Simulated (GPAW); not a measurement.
Property calculation, with input and output: C₃H₂OS (part 2 of 2)

Continued. System: C₃H₂OS, multiplicity 2. Method: PBE/dzp, UKS, scalar-relativistic datasets (GPAW 26.7.0). Some settings of this run were made unusual or wrong on purpose. The geometry comes from this level: GFN2-xTB.

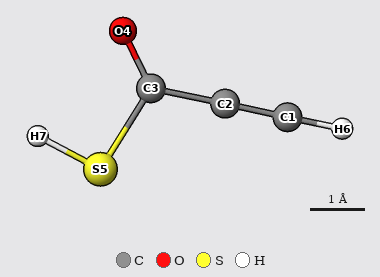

**Figure 1.** The structure (ball-and-stick view, seen at a tilt; atoms are numbered from 1 in the order of the input).

What the program printed, continued:
```
species:
  C:
    name:    Carbon
    Z:       6.0
    valence: 4
    core:    2
    charge:  0.0  # [|e|]
    file:    C.PBE.gz
    compensation charges:
      type: gauss
      rc: 0.20  # [Å]
      lmax: 2
    cutoffs:
      filter: 1.14  # [Å]
      core: 1.14  # [Å]
    projectors
    | kind |    occ | energy [eV] | rcut [Å] |
    |------|--------|-------------|----------|
    |   2s |  2.000 |     -13.751 |    0.635 |
    |   2p |  2.000 |      -5.284 |    0.635 |
    |    s |        |      13.461 |    0.635 |
    |    p |        |      21.927 |    0.635 |
    |    d |        |       0.000 |    0.635 |

    LCAO basis set for C:
      Name: dzp
      File: C.dzp.basis.gz
      Number of radial functions: 5
      Number of spherical harmonics: 13
        l=0, rc=5.5469 Bohr: 2s-sz confined orbital
        l=1, rc=6.6719 Bohr: 2p-sz confined orbital
        l=0, rc=3.0312 Bohr: 2s-dz split-valence wave
        l=1, rc=3.7500 Bohr: 2p-dz split-valence wave
        l=2, rc=6.6719 Bohr: d-type Gaussian polarization
      Number of RI-basis functions 0

  O:
    name:    Oxygen
    Z:       8.0
    valence: 6
    core:    2
    charge:  0.0  # [|e|]
    file:    O.PBE.gz
    compensation charges:
      type: gauss
      rc: 0.21  # [Å]
      lmax: 2
    cutoffs:
      filter: 1.17  # [Å]
      core: 0.83  # [Å]
    projectors
    | kind |    occ | energy [eV] | rcut [Å] |
    |------|--------|-------------|----------|
    |   2s |  2.000 |     -23.961 |    0.688 |
    |   2p |  4.000 |      -9.029 |    0.598 |
    |    s |        |       3.251 |    0.688 |
    |    p |        |      18.182 |    0.598 |
    |    d |        |       0.000 |    0.619 |

    LCAO basis set for O:
      Name: dzp
      File: O.dzp.basis.gz
      Number of radial functions: 5
      Number of spherical harmonics: 13
        l=0, rc=4.3438 Bohr: 2s-sz confined orbital
        l=1, rc=5.3906 Bohr: 2p-sz confined orbital
        l=0, rc=2.2969 Bohr: 2s-dz split-valence wave
        l=1, rc=2.8906 Bohr: 2p-dz split-valence wave
        l=2, rc=5.3906 Bohr: d-type Gaussian polarization
      Number of RI-basis functions 0

  S:
    name:    Sulfur
    Z:       16.0
    valence: 6
    core:    10
    charge:  0.0  # [|e|]
    file:    S.PBE.gz
    compensation charges:
      type: gauss
      rc: 0.24  # [Å]
      lmax: 2
    cutoffs:
      filter: 1.77  # [Å]
      core: 1.66  # [Å]
    projectors
    | kind |    occ | energy [eV] | rcut [Å] |
    |------|--------|-------------|----------|
    |   3s |  2.000 |     -17.254 |    0.974 |
    |   3p |  4.000 |      -7.008 |    0.979 |
    |    s |        |       9.957 |    0.974 |
    |    p |        |      20.203 |    0.979 |
    |    d |        |       0.000 |    0.900 |

    LCAO basis set for S:
      Name: dzp
      File: S.dzp.basis.gz
      Number of radial functions: 5
      Number of spherical harmonics: 13
        l=0, rc=5.5156 Bohr: 3s-sz confined orbital
        l=1, rc=6.9375 Bohr: 3p-sz confined orbital
        l=0, rc=3.0469 Bohr: 3s-dz split-valence wave
        l=1, rc=3.9375 Bohr: 3p-dz split-valence wave
        l=2, rc=6.9375 Bohr: d-type Gaussian polarization
      Number of RI-basis functions 0

  H:
    name:    Hydrogen
    Z:       1.0
    valence: 1
    core:    0
    charge:  0.0  # [|e|]
    file:    H.PBE.gz
    compensation charges:
      type: gauss
      rc: 0.15  # [Å]
      lmax: 2
    cutoffs:
      filter: 0.85  # [Å]
      core: 0.53  # [Å]
    projectors
    | kind |    occ | energy [eV] | rcut [Å] |
    |------|--------|-------------|----------|
    |   1s |  1.000 |      -6.494 |    0.476 |
    |    s |        |      20.717 |    0.476 |
    |    p |        |       0.000 |    0.476 |

    LCAO basis set for H:
      Name: dzp
      File: H.dzp.basis.gz
      Number of radial functions: 3
      Number of spherical harmonics: 5
        l=0, rc=6.4219 Bohr: 1s-sz confined orbital
        l=0, rc=3.6094 Bohr: 1s-dz split-valence wave
        l=1, rc=6.4219 Bohr: p-type Gaussian polarization
      Number of RI-basis functions 0

Reference energy: -16006.336870  # eV

eigensolver:
  <gpaw.new.lcao.eigensolver.LCAOEigensolver object at 0xe444e701cad0>
density mixing:
  MSR1-Mixer
  Pratt-step length: 0.05
  Maximum mixing coefficient: 0.75
  Old densities: 10
  SVD Regularization: 0.005
  Good broyden scale: 1.0
  Trust region scale: 1.0
  Backstep threshold: 4.0
  History deletion threshold: 6.0
  Fourier metric: weight=20.0, sigma=0.015

occupation numbers:
  Fixed magnetic moment: 1.000
  # Zero width

FastPoissonSolver using
    Stencil: 6*3+1=19 point O(h^6) finite-difference Laplacian
    FFT axes: []
    FST axes: [np.int64(1), np.int64(0), np.int64(2)]

xc functional:
  name: PBE with 2 nearest neighbor stencil
interpolation: tri-quintic # 5. degree polynomial

Initialization done in: 3.748 s

convergence criteria:
- Maximum [total energy] change in last 3 cyles: 0.0005 eV / valence electron
- Maximum integral of absolute [dens]ity change: 0.0001 electrons / valence electron
- Maximum integral of absolute [eigenst]ate change: 4e-08 eV^2 / valence electron
maximum number of iterations: 66

SCF iterations
|iter     |     time |      energy | eigst |  dens |  magmom |
|---------|----------|-------------|-------|-------|---------|
|iter:   1| 00:00:04 |  -40.298239 |      c|       |  +0.9987|
|iter:   2| 00:00:05 |  -39.654405 |      c| -0.74 |  +0.9987|
|iter:   3| 00:00:06 |  -38.097548 |      c| -0.78 |  +0.9994|
|iter:   4| 00:00:07 |  -38.264297 |      c| -1.08 |  +0.9997|
|iter:   5| 00:00:07 |  -38.013931 |      c| -1.15 |  +0.9998|
|iter:   6| 00:00:08 |  -37.981347 |      c| -1.35 |  +1.0000|
|iter:   7| 00:00:09 |  -37.979028 |      c| -1.68 |  +1.0000|
|iter:   8| 00:00:10 |  -37.981359c|      c| -1.32 |  +1.0000|
|iter:   9| 00:00:11 |  -37.977885c|      c| -1.81 |  +1.0000|
|iter:  10| 00:00:12 |  -37.976893c|      c| -2.01 |  +1.0000|
|iter:  11| 00:00:13 |  -37.989607c|      c| -2.34 |  +1.0000|
|iter:  12| 00:00:14 |  -37.977259c|      c| -1.23 |  +1.0000|
|iter:  13| 00:00:14 |  -37.990584 |      c| -2.30 |  +1.0000|
|iter:  14| 00:00:15 |  -37.976980 |      c| -1.25 |  +1.0000|
|iter:  15| 00:00:16 |  -37.976878 |      c| -2.46 |  +1.0000|
|iter:  16| 00:00:17 |  -37.977187c|      c| -2.11 |  +1.0000|
|iter:  17| 00:00:18 |  -37.977399c|      c| -1.69 |  +1.0000|
|iter:  18| 00:00:19 |  -37.981555c|      c| -1.58 |  +1.0000|
|iter:  19| 00:00:20 |  -37.976856c|      c| -2.14 |  +1.0000|
|iter:  20| 00:00:21 |  -37.976969c|      c| -2.50 |  +1.0000|
|iter:  21| 00:00:22 |  -37.977010c|      c| -2.51 |  +1.0000|
|iter:  22| 00:00:23 |  -37.976991c|      c| -1.93 |  +1.0000|
|iter:  23| 00:00:23 |  -37.977832c|      c| -2.53 |  +1.0000|
|iter:  24| 00:00:24 |  -37.977048c|      c| -1.59 |  +1.0000|
|iter:  25| 00:00:25 |  -37.977555c|      c| -2.59 |  +1.0000|
|iter:  26| 00:00:26 |  -37.977344c|      c| -1.83 |  +1.0000|
|iter:  27| 00:00:27 |  -37.977112c|      c| -1.99 |  +1.0000|
|iter:  28| 00:00:28 |  -37.977205c|      c| -2.88 |  +1.0000|
|iter:  29| 00:00:29 |  -37.977200c|      c| -2.58 |  +1.0000|
|iter:  30| 00:00:30 |  -37.977171c|      c| -2.67 |  +1.0000|
|iter:  31| 00:00:31 |  -37.977163c|      c| -2.97 |  +1.0000|
|iter:  32| 00:00:31 |  -37.977162c|      c| -3.44 |  +1.0000|
|iter:  33| 00:00:32 |  -37.977162c|      c| -3.77 |  +1.0000|
|iter:  34| 00:00:33 |  -37.977162c|      c| -4.08c|  +1.0000|

Converged in 34 steps
SCF loop duration: 29.182 s (0.858 s/step)
Energy contributions relative to reference atoms: (reference = -16006.336870)

Energy contributions:
  Kinetic:          43.563271
  Coulomb:         -42.690533
  Zero:              0.753428
  External:          0.000000
  Xc:              -39.603327
  Entropy:           0.000000
  Spinorbit:         0.000000
  ----------------------------
  Free energy:     -37.977162
  Extrapolated:    -37.977162

dipole moment: (-0.240293, 0.123609, -0.015159)  # |e|*Ang

Total magnetic moment: (0.000000, 0.000000, 1.000006)

Local magnetic moments
|        x |        y |         z |
|----------|----------|-----------|
| 0.000000 | 0.000000 |  0.061709 |  # C    0
| 0.000000 | 0.000000 |  0.009342 |  # C    1
| 0.000000 | 0.000000 |  0.072526 |  # C    2
| 0.000000 | 0.000000 |  0.269721 |  # O    3
| 0.000000 | 0.000000 |  0.089344 |  # S    4
| 0.000000 | 0.000000 | -0.001420 |  # H    5
| 0.000000 | 0.000000 | -0.000292 |  # H    6

Fermi levels: -2.862, -6.564
Eigenvalues  # (at kpt = [0.000, 0.000, 0.000])
| band index |      eig [eV] | occ [0-1] |      eig [eV] | occ [0-1] |
|------------|---------------|-----------|---------------|-----------|
|          0 |       -27.695 |     1.000 |       -27.185 |     1.000 |
|        ... |               |           |               |           |
|          5 |       -12.300 |     1.000 |       -11.981 |     1.000 |
|          6 |       -11.852 |     1.000 |       -11.565 |     1.000 |
|          7 |       -11.020 |     1.000 |       -10.525 |     1.000 |
|          8 |        -9.932 |     1.000 |        -9.739 |     1.000 |
|          9 |        -7.557 |     1.000 |        -7.248 |     1.000 |
|         10 |        -7.404 |     1.000 |        -7.221 |     1.000 |
|         11 |        -7.276 |     1.000 |        -6.594 |     1.000 |
|         12 |        -6.784 |     1.000 |        -6.564 |     0.500 |
|         13 |        -2.862 |     0.500 |        -2.291 |     0.000 |
|         14 |        -0.610 |     0.000 |        -0.516 |     0.000 |
|         15 |        -0.558 |     0.000 |        -0.379 |     0.000 |
|         16 |         1.675 |     0.000 |         1.814 |     0.000 |
|         17 |         1.777 |     0.000 |         2.122 |     0.000 |
|         18 |         2.733 |     0.000 |         2.818 |     0.000 |
|         19 |         5.924 |     0.000 |         6.074 |     0.000 |
|         20 |         6.488 |     0.000 |         6.634 |     0.000 |

Gap: 3.701 eV
Transition (v -> c):
  (s=1, k=0, n=12, [0.00, 0.00, 0.00]) -> (s=0, k=0, n=13, [0.00, 0.00, 0.00])
No difference between direct/indirect transitions
vacuum-level: 0.000  # V
Energy                  -37.97716 eV

Forces  # eV/Ang
|        x |        y |        z |
|----------|----------|----------|
| -0.50451 | -0.40428 |  2.01760 |  # C    0
|  1.04768 |  0.56277 | -3.47352 |  # C    1
| -4.44863 |  1.22223 |  3.20372 |  # C    2
|  4.69760 | -1.29157 | -2.83690 |  # O    3
| -0.87284 |  0.13857 |  0.50022 |  # S    4
| -0.38182 | -0.29320 |  1.55019 |  # H    5
|  0.49457 |  0.15221 | -0.96086 |  # H    6

Force computation time: 0.273  # s
Forces (eV/Ang)
C    -0.5045   -0.4043    2.0176
C     1.0477    0.5628   -3.4735
C    -4.4486    1.2222    3.2037
O     4.6976   -1.2916   -2.8369
S    -0.8728    0.1386    0.5002
H    -0.3818   -0.2932    1.5502
H     0.4946    0.1522   -0.9609
Dipole = 1.300 D
```

The run was set up as follows.

Input file (run_sp.py):
```python
import numpy as np
from ase import Atoms
from ase.units import Debye
from gpaw import GPAW

# Structure
system = Atoms('CCCOSHH',
    positions=[[ -0.190990,  -0.505770,   1.934590],
               [  0.085830,  -0.286330,   0.786810],
               [  0.403300,  -0.009310,  -0.573910],
               [  1.414570,  -0.276830,  -1.156720],
               [ -0.954830,   0.841930,  -1.377300],
               [ -0.424310,  -0.702610,   2.939800],
               [ -0.333580,   0.938930,  -2.553270]])
system.center(vacuum=4.5)
system.set_initial_magnetic_moments([1 / len(system)] * len(system))

# Calculator
calculator = GPAW(mode='lcao',
                  basis='dzp',
                  h=0.2,
                  xc='PBE',
                  occupations={'name': 'fermi-dirac', 'width': 0.0, 'fixmagmom': True},
                  maxiter=66,
                  txt='-')
system.calc = calculator

energy = system.get_potential_energy()
print(f'Energy                  {energy:.5f} eV')
forces = system.get_forces()
print('Forces (eV/Ang)')
for symbol, f in zip(system.symbols, forces):
    print(f'{symbol:2} {f[0]:9.4f} {f[1]:9.4f} {f[2]:9.4f}')
dipole = system.get_dipole_moment() / Debye
print(f'Dipole = {np.linalg.norm(dipole):.3f} D')
```

Launch command:
```bash
OMP_NUM_THREADS=1 python run_sp.py
```

What the run reported:

```json
{"quantity": "outcome", "value": "converged"}
{"quantity": "energy relative to the program's reference atoms", "value": "−37.9772 eV"}
{"quantity": "basis functions", "value": "75"}
{"quantity": "largest force", "value": "5.638 eV/Å"}
{"quantity": "dipole moment", "value": "1.30 D"}
{"quantity": "hardware", "value": "1 thread of Arm Neoverse V2, 24 GiB of memory available, shared host"}
{"quantity": "wall time", "value": "34 s"}
{"quantity": "peak memory", "value": "0.77 GiB"}
```

Some settings of this run were drawn to be unusual or wrong (mult set to 2). It converged; results that depend on the unusual settings are not reference values. Further notes kept with the run: fractional occupations.
